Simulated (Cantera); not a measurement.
A closed system holds: 1 mol B2H6, 3.1 mol H2O, held at 58000 Pa.

Cantera equilibrium calculation (NASA polynomials, part measured and part estimated; ideal gas, pure solids and liquids). Candidate condensed phases: B, B2O3, B3O3H3, H2O; 23 gas species. The feed counts by its element totals alone. Gases not in the tables: H3BO3. Kinetics and transport are ignored.

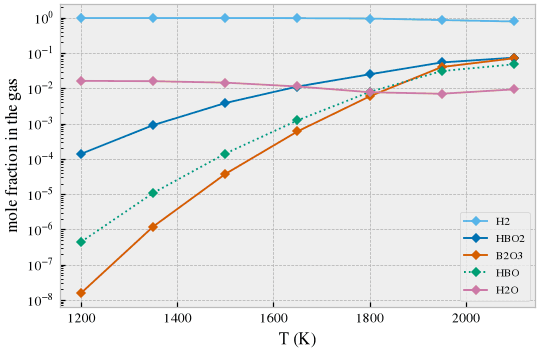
Fig. 1. Equilibrium gas composition (values under 1e-9 drawn at 1e-9)

Question: Read off the mole fractions at 1950 K.

Answer: H2 about 0.86, HBO2 about 0.054, B2O3 about 0.040, HBO about 0.031, H2O about 0.0070.
